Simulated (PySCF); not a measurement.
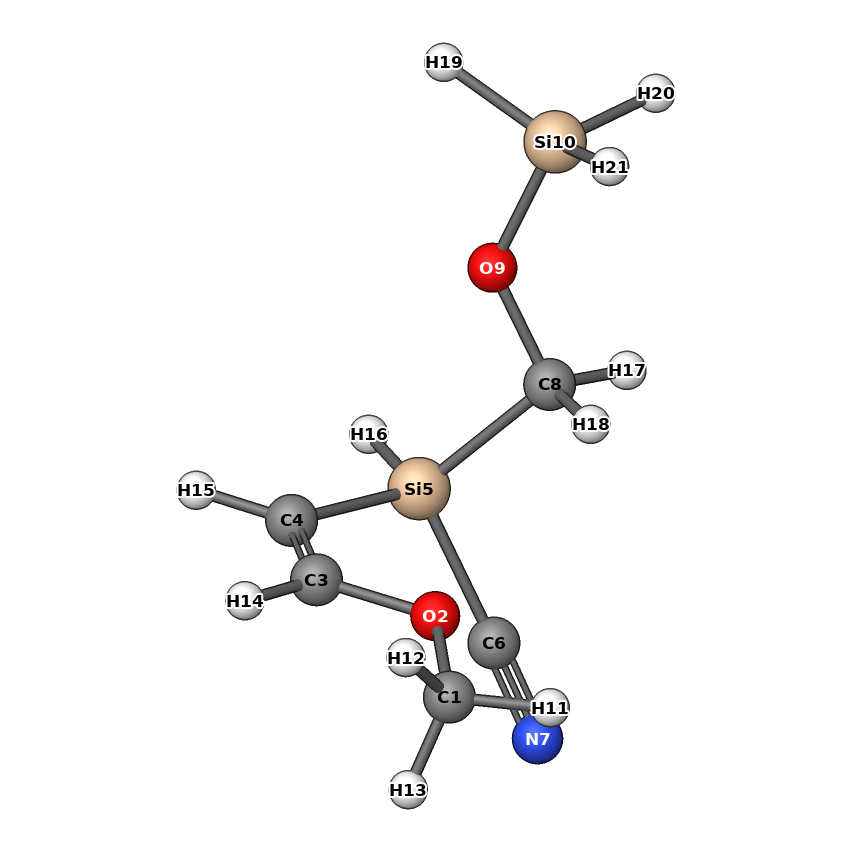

The questions are on Mulliken charges. Computed geometry: GFN2-xTB optimisation. No frequency run is at hand to confirm it as a minimum. Properties computed with PBE0/pcSseg-1, gas phase (PySCF 2.14.0).

Give the Mulliken charges atom by atom.

| atom | value (e) |
| --- | --- |
| C1 | −0.03 |
| O2 | −0.47 |
| C3 | 0.19 |
| C4 | −0.53 |
| Si5 | 0.98 |
| C6 | −0.21 |
| N7 | −0.22 |
| C8 | −0.22 |
| O9 | −0.66 |
| Si10 | 0.72 |
| H11 | 0.13 |
| H12 | 0.11 |
| H13 | 0.12 |
| H14 | 0.11 |
| H15 | 0.14 |
| H16 | −0.05 |
| H17 | 0.13 |
| H18 | 0.15 |
| H19 | −0.12 |
| H20 | −0.13 |
| H21 | −0.13 |

Mulliken values depend strongly on the basis set and can even reverse the polarity of a bond. The geometry is semi-empirical. Around Si such bond lengths and angles can be off by a tenth of an ångström or more and by several degrees, and values that hang on the shape move with them.
